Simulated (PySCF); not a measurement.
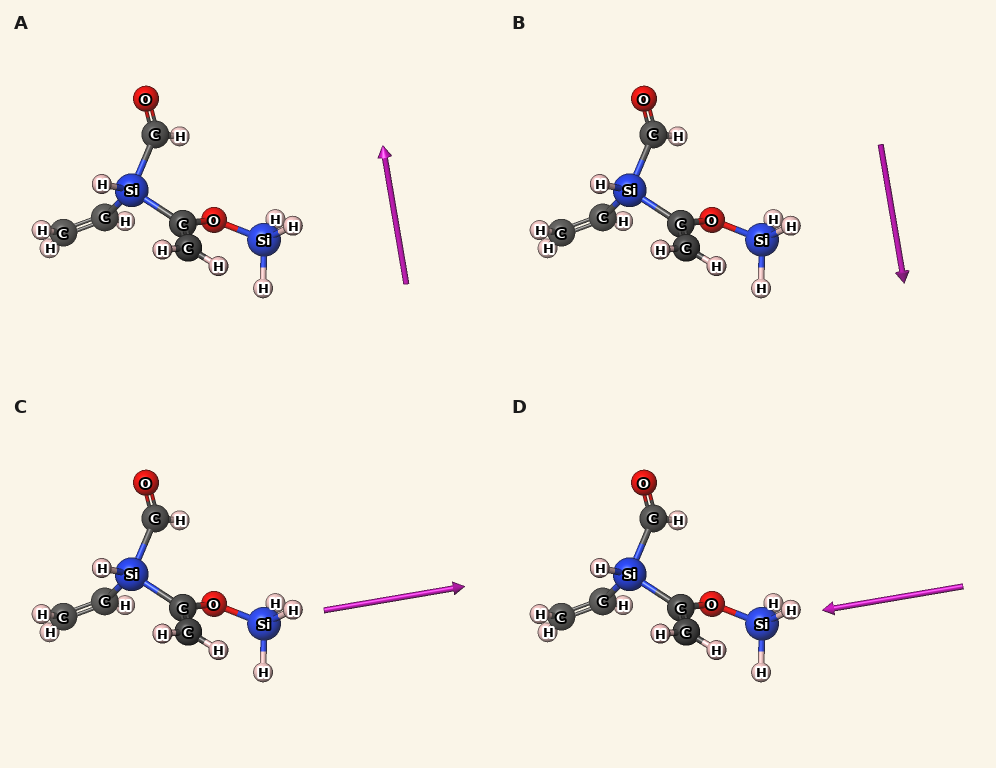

The same molecule four times, each with an arrow. Computed geometry: GFN2-xTB optimisation. No frequency run is at hand to confirm it as a minimum. Method: PBE0/pcSseg-1, gas phase (PySCF 2.14.0).

Question: Which arrow points along the dipole moment, from the negative to the positive end?

Answer: B. The dipole moment is 3.25 D.

The geometry is semi-empirical. Around Si such bond lengths and angles can be off by a tenth of an ångström or more and by several degrees, and values that hang on the shape move with them.
